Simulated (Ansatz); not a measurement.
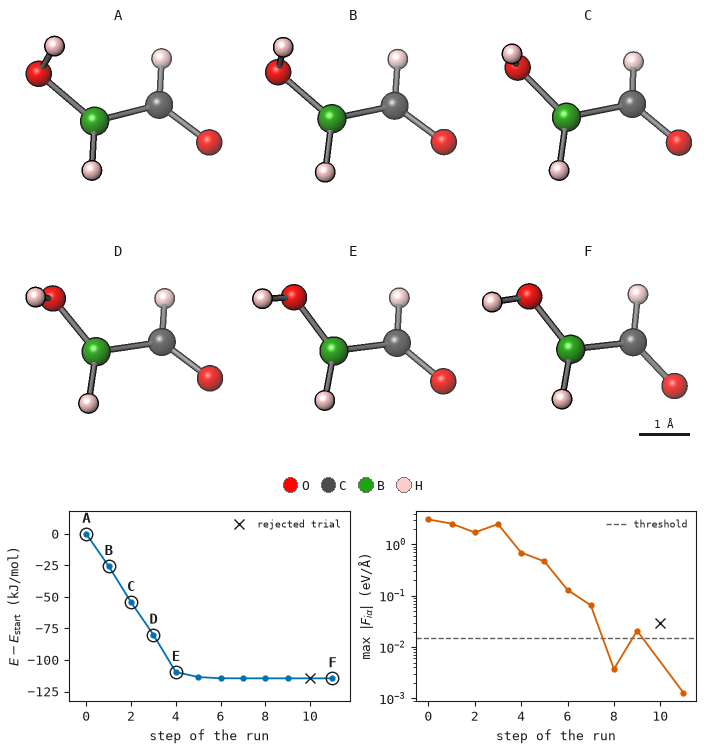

Frames of a relaxation of CH$_{3}$BO$_{2}$, marked on the history of the run. A ball-and-stick model, seen at a tilt.

The run prepares an end point of a later path (torsion) calculation, from a guessed geometry.

All numbers below come from RKS r2SCAN/def2-SVP (Ansatz 0.2.0). (no spin polarisation; force threshold 0.015 eV/Å; at most 40 steps)

Describe the path.

Answer. The largest move after the best rigid fit is that of an H atom, 0.77 Å. Largest moves by element: H 0.77 Å, O 0.50 Å, B 0.25 Å, C 0.09 Å. Among the contacts that change: B–O 1.472 → 1.348 Å, H–O 1.031 → 0.966 Å, B–C 1.556 → 1.604 Å, C–O 1.257 → 1.216 Å. Bond angles that change, for instance: B–O–H 99.3° → 114.0°, C–B–O 121.8° → 115.8°, O–B–H 117.4° → 122.6°. Groups turn about B–O by about 90°. The energy falls by 114.5 kJ/mol in 10 accepted moves (11 points after the start). Largest force component: 3.1 eV/Å at the start, 0.0013 eV/Å at the end. The line search rejected the trial step at point 10 of the run. The forces were under the threshold at step 8, but the run went on from there. Cost: 31 s on 1 thread of Intel(R) Xeon(R) Processor @ 2.70GHz, with other jobs on the host, peak memory 0.14 GiB. From step 0 to 1: an H atom moves most (0.14 Å), energy −25.6 kJ/mol. From step 1 to 2: an H atom moves most (0.19 Å), energy −28.5 kJ/mol. From step 2 to 3: an H atom moves most (0.19 Å), energy −25.9 kJ/mol. From step 3 to 4: an H atom moves most (0.20 Å), energy −29.5 kJ/mol. From step 4 to 11: an O atom moves most (0.22 Å), energy −5.04 kJ/mol.

```tsv
step	E − E(0), kJ/mol	largest force component, eV/Å	note
0	0.00	3.0676	
1	-25.55	2.5390	
2	-54.10	1.7089	
3	-79.95	2.4862	
4	-109.47	0.6921	
5	-113.47	0.4677	
6	-114.44	0.1297	
7	-114.49	0.0653	
8	-114.51	0.0037	
9	-114.51	0.0208	
10	-114.51	0.0296	rejected
11	-114.51	0.0013
```
